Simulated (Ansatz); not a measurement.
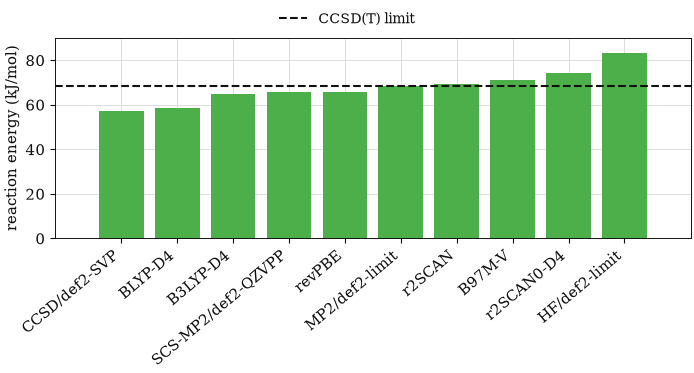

Electronic reaction energy of YH₂O₂Cl ([OH][Y]([OH])[Cl]) + H₂O (O) → YH₃O₃ ([OH][Y]([OH])[OH]) + HCl (Cl) (SMILES in brackets) at several levels (functionals in def2-TZVPP unless a basis is named), isolated molecules at PBE0-D4 triple-zeta geometries, minima by their frequencies, no zero-point or thermal terms, the Ansatz code 0.2.0. The line is frozen-core CCSD(T) at the basis limit (MP2 extrapolated from triple and quadruple zeta, plus CCSD(T) less MP2 in a smaller set). No dispersion term is added to revPBE and r2SCAN. The distance of CCSD/def2-SVP and SCS-MP2/def2-QZVPP to the limit includes basis error. Core potentials past Kr.

Q: What range do the values span, the line included?

A: From 57.4 kJ/mol (CCSD/def2-SVP) to 83.4 kJ/mol (HF/def2-limit).

Q: What do zero-point energy and temperature add?

A: Zero-point change −9.1 kJ/mol; at 298.15 K and 1 bar the CCSD(T) limit plus thermal terms gives an enthalpy of reaction of 59.8 and a free energy of 63.5 kJ/mol (harmonic PBE0-D4 modes, ideal gas).

Caveats: outer-core shells are correlated without core-valence functions, which makes the correlated values less sure.
